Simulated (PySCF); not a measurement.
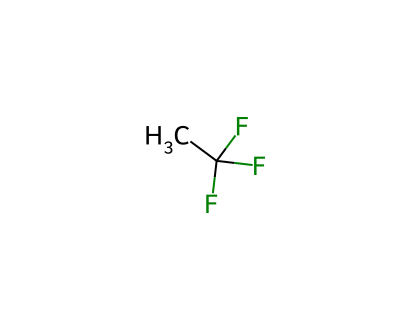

The geometry was computed by an optimisation with GFN2-xTB. No frequency run is at hand to confirm it as a minimum. Method: B3LYP/pcJ-1, gas phase (PySCF 2.14.0).

Question: Estimate the HOMO–LUMO gap.

Answer: 12.02 eV.

Question: Give the HOMO energy (Kohn–Sham orbital) at this level.

Answer: −10.69 eV.

Question: Give the dipole moment at this level.

Answer: 2.35 D.
